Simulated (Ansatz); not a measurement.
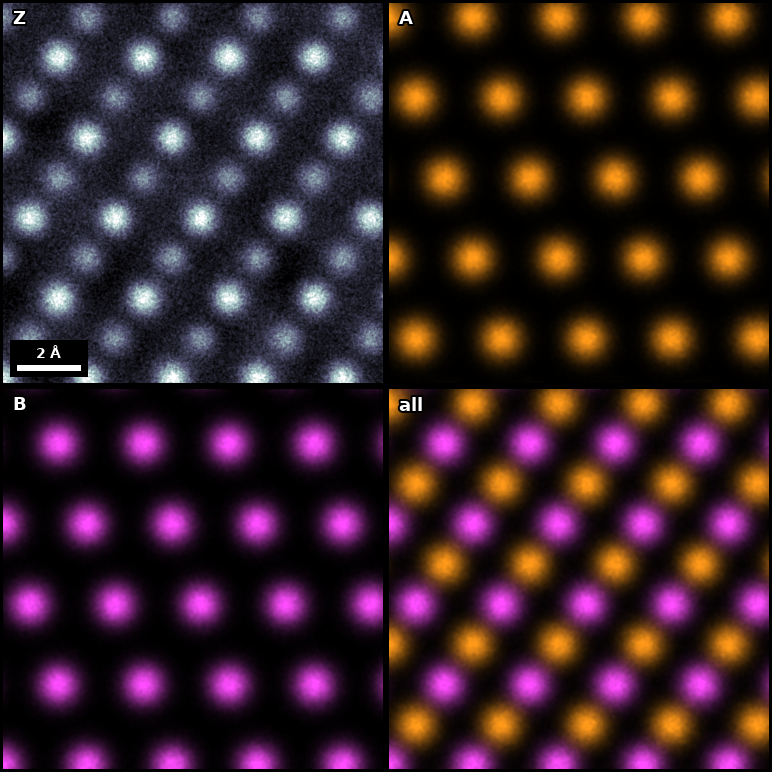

MgO (Fm-3m, No. 225) along [110]. Panel Z: Simulated incoherent Z contrast: every atom adds Z^1.7 spread by a probe of 0.75 Å full width; channelling and multiple scattering are left out. The probe carries 15 % of its weight in a tail 2.5 times as wide. The display is stretched by a gamma of 0.8; percentages refer to the linear signal. Shot noise and the speckle of an amorphous layer were added. The other panels are simulated element maps (the number of atoms of one element along the beam, blurred by 1.0 Å, with counting noise; each on its own scale, no channelling); the last overlays them. Model: the input geometry of a calculation.

```cif
data_structure
_symmetry_space_group_name_H-M 'P 1'
_symmetry_Int_Tables_number 1
_cell_length_a 4.3960
_cell_length_b 4.3960
_cell_length_c 4.3960
_cell_angle_alpha 90.000
_cell_angle_beta 90.000
_cell_angle_gamma 90.000
_cell_volume 84.95
loop_
_atom_site_label
_atom_site_type_symbol
_atom_site_fract_x
_atom_site_fract_y
_atom_site_fract_z
_atom_site_occupancy
Mg1 Mg 0.00000 0.00000 0.00000 1
O1 O 0.50000 0.00000 0.00000 1
Mg2 Mg 0.00000 0.50000 0.50000 1
O2 O 0.50000 0.50000 0.50000 1
Mg3 Mg 0.50000 0.00000 0.50000 1
O3 O 0.00000 0.00000 0.50000 1
Mg4 Mg 0.50000 0.50000 0.00000 1
O4 O 0.00000 0.50000 0.00000 1
```

**Which element does each lettered map show?**

A: O, B: Mg. The projected cell (2.69 × 2.69 Å, 109°) holds 2 columns: 1 of Mg and 1 of O. No column is shared by two of the mapped elements.
